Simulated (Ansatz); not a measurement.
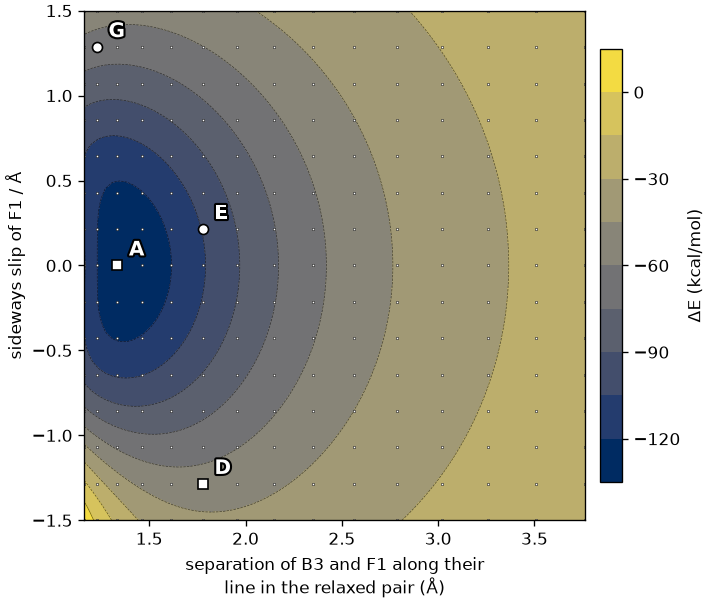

BCl₃F, charge −1. First axis: separation of B3 and F1 along their line in the relaxed pair. Second axis: sideways slip of F1. Nothing is relaxed (both partners rigid). The grid has 15 × 15 points. Points are written as (first, second). Energies: kcal/mol, counted from the ion and the molecule far apart, frozen as in the relaxed pair, each in its own basis (no counterpoise correction). Computed with RKS PBE-D4/def2-SVPD (Ansatz).

Drawn: filled contours, dots at the grid points, lettered points. Between grid points the surface is interpolated.

Question: Is G the lowest point of the computed grid?

Answer: No. G lies 64 kcal/mol above the lowest grid point, which is at (1.334 Å, 0.000 Å).

Question: Rank the lettered points by energy, lowest first.

Answer: A (−131 kcal/mol), E (−104 kcal/mol), G (−67 kcal/mol), D (−53 kcal/mol).

Question: What kind of point is each of A, D, E, G: minimum, saddle, maximum or slope?

Answer: A: minimum; D: on a slope; E: on a slope; G: on a slope. (In these two coordinates alone; a stationary point may lie a little off the grid point.)
